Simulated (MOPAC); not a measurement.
## Run report: C3H9ClOSi, geometry relaxation (part 3 of 3)

Continued. System: C3H9ClOSi. Method: PM6-D3, closed shell, dispersion D3 (MOPAC 23.2.5). The atoms were displaced at random from an optimised geometry.

Geometry of the input (Å):
```
C  -1.7703  -0.6631  1.7682
C  -1.1753  0.3297  0.7546
Si 0.3326  -0.2466  -0.0721
Cl -0.0363  -2.0071  -1.1178
O  0.8646  0.9010  -1.1025
C  2.0029  0.8015  -1.9173
H  -1.0515  -0.9164  2.5356
H  -2.0302  -1.5859  1.2713
H  -2.6798  -0.2677  2.2349
H  -0.9423  1.2939  1.2512
H  -1.8991  0.5795  -0.0247
H  1.4377  -0.6188  0.8733
H  1.8697  0.0430  -2.7023
H  2.1573  1.7685  -2.3960
H  2.8892  0.5714  -1.3464
```

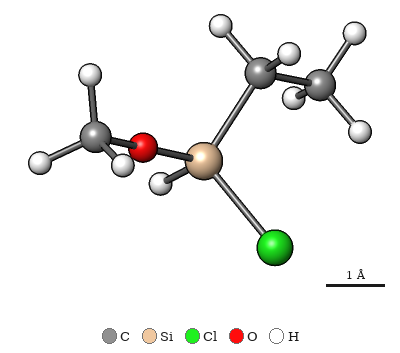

Fig. 1: The geometry at step 64 of the log (ball-and-stick view, seen at a tilt).

Trajectory as extended XYZ, continued:
```
15
Properties=species:S:1:pos:R:3:forces:R:3 step=38 energy=-5.85465
C    -1.7864   -0.4621    1.6866   -0.0025  -0.0102  -0.0006
C    -1.1056    0.3624    0.5920    0.0071   0.0083   0.0046
Si    0.4065   -0.5046   -0.0375   -0.0086   0.0016  -0.0018
Cl   -0.1519   -2.2069   -0.9794    0.0049  -0.0005  -0.0014
O     1.2276    0.4120   -0.9848    0.0040  -0.0057   0.0026
C     1.8765    1.1942   -1.9493   -0.0003  -0.0112   0.0092
H    -1.1155   -0.6801    2.5303   -0.0019  -0.0014  -0.0011
H    -2.1654   -1.4230    1.3069    0.0029   0.0047  -0.0017
H    -2.6460    0.0823    2.0980   -0.0128   0.0002  -0.0024
H    -0.8179    1.3651    0.9860    0.0097  -0.0012   0.0015
H    -1.8203    0.5650   -0.2364    0.0038   0.0047  -0.0013
H     1.3171   -0.8472    1.0238    0.0087   0.0025   0.0037
H     1.5927    0.8131   -2.9418   -0.0015   0.0029   0.0020
H     1.5484    2.2344   -1.8096   -0.0020   0.0031  -0.0075
H     2.9593    1.0911   -1.7786   -0.0117   0.0022  -0.0057
15
Properties=species:S:1:pos:R:3:forces:R:3 step=44 energy=-5.85546
C    -1.7978   -0.4694    1.6731    0.0277   0.0158  -0.0022
C    -1.0956    0.3733    0.6054    0.0140  -0.0086   0.0035
Si    0.4090   -0.5022   -0.0297    0.0342   0.0074   0.0028
Cl   -0.1470   -2.2030   -0.9768   -0.0016   0.0034   0.0149
O     1.2317    0.4114   -0.9782    0.0028   0.0343  -0.0325
C     1.8658    1.1857   -1.9588   -0.0091   0.0245  -0.0184
H    -1.1393   -0.6930    2.5259   -0.0290  -0.0089   0.0033
H    -2.1591   -1.4269    1.2696   -0.0126  -0.0102   0.0078
H    -2.6717    0.0602    2.0751    0.0180   0.0029  -0.0211
H    -0.7818    1.3575    1.0278   -0.0298  -0.0096  -0.0005
H    -1.7995    0.6106   -0.2227    0.0064   0.0147   0.0162
H     1.3261   -0.8390    1.0297   -0.0149  -0.0102  -0.0060
H     1.5733    0.7921   -2.9441    0.0043  -0.0061   0.0092
H     1.5365    2.2286   -1.8345   -0.0180  -0.0334   0.0211
H     2.9503    1.0938   -1.7987    0.0075  -0.0160   0.0018
15
Properties=species:S:1:pos:R:3:forces:R:3 step=51 energy=-5.85723
C    -1.8158   -0.4765    1.6441   -0.0016  -0.0005   0.0092
C    -1.0671    0.3858    0.6262    0.0040  -0.0042   0.0019
Si    0.4237   -0.5037   -0.0201    0.0052  -0.0014  -0.0015
Cl   -0.1451   -2.2040   -0.9596   -0.0081   0.0009   0.0042
O     1.2396    0.4064   -0.9787   -0.0151  -0.0073   0.0044
C     1.8433    1.1862   -1.9731   -0.0005   0.0048  -0.0101
H    -1.2010   -0.7136    2.5242   -0.0077  -0.0070   0.0048
H    -2.1578   -1.4287    1.2115   -0.0117  -0.0017  -0.0012
H    -2.7076    0.0490    2.0092   -0.0072  -0.0033   0.0053
H    -0.7325    1.3398    1.0982   -0.0028   0.0111   0.0027
H    -1.7507    0.6873   -0.1975    0.0108  -0.0045  -0.0079
H     1.3404   -0.8502    1.0349    0.0149   0.0047  -0.0019
H     1.5372    0.7844   -2.9506    0.0051  -0.0004  -0.0073
H     1.4970    2.2216   -1.8412    0.0017   0.0076  -0.0007
H     2.9316    1.1079   -1.8336    0.0131   0.0012  -0.0019
15
Properties=species:S:1:pos:R:3:forces:R:3 step=57 energy=-5.85801
C    -1.8307   -0.4863    1.6351    0.0020   0.0154  -0.0011
C    -1.0546    0.3863    0.6457   -0.0220  -0.0043   0.0043
Si    0.4324   -0.4984   -0.0154    0.0077   0.0016   0.0062
Cl   -0.1469   -2.1988   -0.9497   -0.0002   0.0031   0.0085
O     1.2342    0.4127   -0.9854    0.0107  -0.0039  -0.0052
C     1.8426    1.1823   -1.9857   -0.0135  -0.0053  -0.0020
H    -1.2386   -0.7399    2.5265   -0.0042   0.0041  -0.0196
H    -2.1694   -1.4305    1.1824    0.0018   0.0048  -0.0036
H    -2.7293    0.0381    1.9866    0.0117  -0.0011   0.0002
H    -0.7221    1.3310    1.1387    0.0009  -0.0181   0.0008
H    -1.7204    0.7075   -0.1864   -0.0036  -0.0025   0.0084
H     1.3658   -0.8408    1.0263    0.0056  -0.0027   0.0001
H     1.5381    0.7722   -2.9605    0.0036   0.0004  -0.0001
H     1.4973    2.2192   -1.8639    0.0068   0.0057  -0.0006
H     2.9312    1.1026   -1.8441   -0.0072   0.0029   0.0037
15
Properties=species:S:1:pos:R:3:forces:R:3 step=64 energy=-5.85824
C    -1.8357   -0.4882    1.6267   -0.0024  -0.0021  -0.0006
C    -1.0493    0.3875    0.6498    0.0046  -0.0011  -0.0044
Si    0.4371   -0.4982   -0.0131    0.0011  -0.0017   0.0005
Cl   -0.1489   -2.1991   -0.9417    0.0038  -0.0021   0.0030
O     1.2368    0.4107   -0.9870    0.0008   0.0029  -0.0032
C     1.8377    1.1837   -1.9891    0.0011  -0.0008  -0.0010
H    -1.2503   -0.7505    2.5189    0.0042  -0.0053   0.0044
H    -2.1740   -1.4277    1.1643   -0.0077  -0.0014  -0.0020
H    -2.7340    0.0370    1.9764    0.0010   0.0020   0.0029
H    -0.7107    1.3230    1.1548    0.0036   0.0046   0.0026
H    -1.7100    0.7222   -0.1803   -0.0029   0.0035  -0.0051
H     1.3752   -0.8404    1.0248   -0.0025   0.0018   0.0008
H     1.5320    0.7730   -2.9632   -0.0006   0.0013   0.0012
H     1.4904    2.2199   -1.8649   -0.0005  -0.0014  -0.0013
H     2.9271    1.1087   -1.8513   -0.0037  -0.0003   0.0023
15
Properties=species:S:1:pos:R:3:forces:R:3 step=70 energy=-5.85877
C    -1.8438   -0.4930    1.6138   -0.0068  -0.0002   0.0109
C    -1.0428    0.3906    0.6551   -0.0194   0.0130   0.0123
Si    0.4398   -0.4959   -0.0138   -0.0101   0.0109   0.0010
Cl   -0.1452   -2.2066   -0.9235    0.0081   0.0017  -0.0004
O     1.2305    0.4112   -0.9967   -0.0069  -0.0053   0.0093
C     1.8359    1.1867   -1.9939   -0.0131   0.0047   0.0072
H    -1.2516   -0.8106    2.4851   -0.0157   0.0042  -0.0217
H    -2.2238   -1.4021    1.1228    0.0038   0.0187   0.0038
H    -2.7170    0.0499    2.0020    0.0333  -0.0121  -0.0179
H    -0.6933    1.3119    1.1809    0.0018  -0.0080  -0.0072
H    -1.6947    0.7524   -0.1710   -0.0036  -0.0102   0.0124
H     1.3813   -0.8242    1.0247    0.0113  -0.0086  -0.0004
H     1.5349    0.7804   -2.9707    0.0056  -0.0163  -0.0036
H     1.4862    2.2222   -1.8713    0.0015   0.0027   0.0092
H     2.9237    1.1119   -1.8467    0.0102   0.0047  -0.0149
15
Properties=species:S:1:pos:R:3:forces:R:3 step=76 energy=-5.85927
C    -1.8575   -0.4996    1.5928    0.0016  -0.0018   0.0049
C    -1.0307    0.3979    0.6701   -0.0022   0.0034   0.0051
Si    0.4447   -0.4919   -0.0098    0.0005   0.0016   0.0028
Cl   -0.1375   -2.2113   -0.9043    0.0022   0.0067  -0.0032
O     1.2258    0.4125   -1.0020    0.0089   0.0025  -0.0007
C     1.8269    1.1855   -2.0039    0.0007  -0.0018   0.0028
H    -1.2748   -0.8749    2.4471   -0.0108   0.0027  -0.0148
H    -2.2682   -1.3728    1.0633    0.0033   0.0123   0.0045
H    -2.7104    0.0547    2.0064    0.0090  -0.0037  -0.0034
H    -0.6618    1.2926    1.2286   -0.0074  -0.0045  -0.0038
H    -1.6695    0.8014   -0.1461   -0.0015  -0.0062   0.0052
H     1.3963   -0.8133    1.0222    0.0048  -0.0050   0.0009
H     1.5280    0.7717   -2.9785   -0.0068  -0.0061   0.0013
H     1.4745    2.2205   -1.8841   -0.0019  -0.0026   0.0000
H     2.9159    1.1156   -1.8607   -0.0005   0.0025  -0.0015
15
Properties=species:S:1:pos:R:3:forces:R:3 step=83 energy=-5.85966
C    -1.8693   -0.5055    1.5754    0.0052   0.0036  -0.0014
C    -1.0224    0.4021    0.6816   -0.0013   0.0014  -0.0001
Si    0.4533   -0.4876    0.0012   -0.0048  -0.0007  -0.0018
Cl   -0.1310   -2.2045   -0.8965   -0.0012  -0.0032   0.0000
O     1.2322    0.4143   -0.9957    0.0106   0.0060  -0.0032
C     1.8156    1.1775   -2.0156   -0.0046   0.0032   0.0056
H    -1.2926   -0.9364    2.4061    0.0009   0.0010   0.0084
H    -2.3119   -1.3412    1.0140   -0.0058  -0.0058  -0.0069
H    -2.6996    0.0583    2.0199    0.0003  -0.0001   0.0036
H    -0.6523    1.2820    1.2621    0.0008  -0.0007  -0.0006
H    -1.6494    0.8277   -0.1324    0.0045  -0.0008  -0.0018
H     1.4079   -0.8105    1.0305   -0.0013   0.0026  -0.0016
H     1.5082    0.7458   -2.9799    0.0046  -0.0022   0.0011
H     1.4544    2.2108   -1.9077   -0.0015   0.0002   0.0003
H     2.9068    1.1212   -1.8834   -0.0063  -0.0045  -0.0017
15
Properties=species:S:1:pos:R:3:forces:R:3 step=89 energy=-5.85969
C    -1.8692   -0.5041    1.5757   -0.0006  -0.0001   0.0006
C    -1.0220    0.4016    0.6804    0.0002  -0.0001  -0.0002
Si    0.4534   -0.4888    0.0007    0.0003   0.0000   0.0000
Cl   -0.1309   -2.2058   -0.8970   -0.0002   0.0000   0.0003
O     1.2337    0.4140   -0.9945   -0.0007  -0.0005   0.0001
C     1.8143    1.1788   -2.0145    0.0002   0.0000  -0.0004
H    -1.2927   -0.9344    2.4072    0.0003  -0.0001   0.0001
H    -2.3137   -1.3397    1.0149    0.0001   0.0000   0.0003
H    -2.6983    0.0611    2.0209    0.0002  -0.0001  -0.0002
H    -0.6517    1.2823    1.2593    0.0004   0.0005   0.0002
H    -1.6480    0.8257   -0.1351   -0.0002   0.0003  -0.0003
H     1.4076   -0.8113    1.0304   -0.0001   0.0000   0.0000
H     1.5069    0.7470   -2.9789    0.0004  -0.0002  -0.0003
H     1.4520    2.2115   -1.9054   -0.0006  -0.0001  -0.0002
H     2.9056    1.1228   -1.8842    0.0003   0.0004   0.0001
```

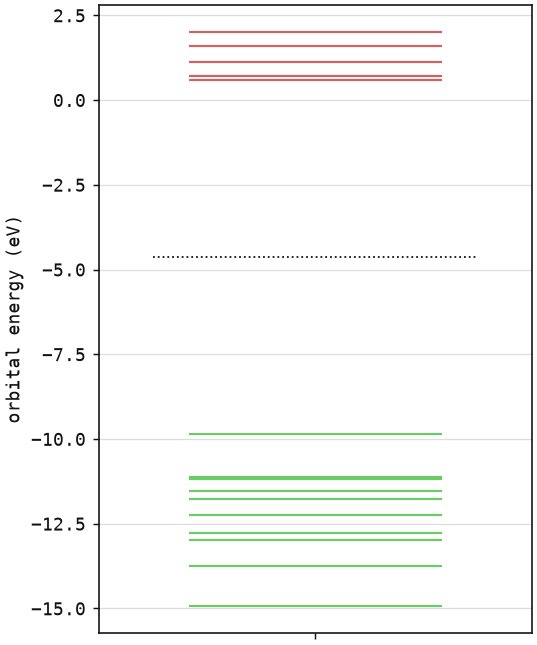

Fig. 2: Orbital energies near the frontier; the dotted line parts filled from empty levels, and levels within 0.02 eV of each other stand side by side. Highest filled −9.86 eV, lowest empty 0.59 eV, 10.45 eV apart.

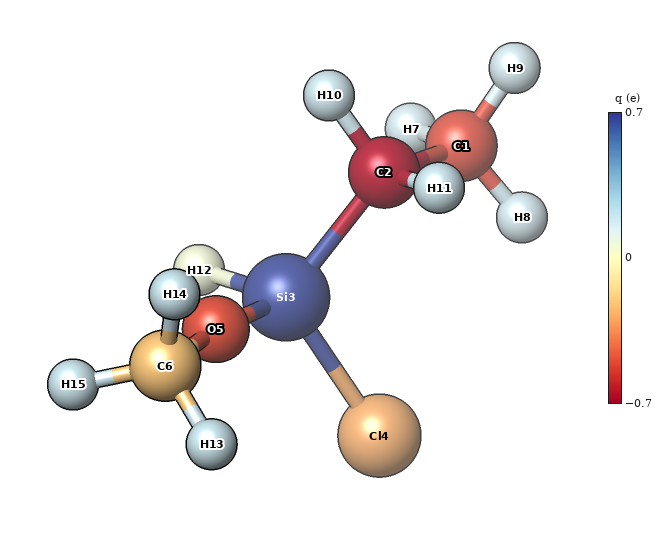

Fig. 3: Mulliken charges, as the colour of each atom (ball-and-stick view, seen at a tilt; atoms are numbered from 1 in the order of the input). By element: C −0.65 to −0.21, Si +0.66, Cl −0.29, O −0.51 and H +0.05 to +0.19 e.

Results in brief:

| quantity | value |
| --- | --- |
| outcome | converged |
| total energy | −40.869230 hartree |
| dispersion energy | −0.005461 hartree |
| heat of formation | −135.13 kcal/mol |
| basis functions | 43 |
| largest force | 0.001 eV/Å |
| HOMO | −9.86 eV |
| LUMO | 0.59 eV |
| dipole moment | 3.05 D |
| wall time | 0.71 s |
| peak memory | 0.073 GiB |

MOPAC's energies along a path are heats of formation.
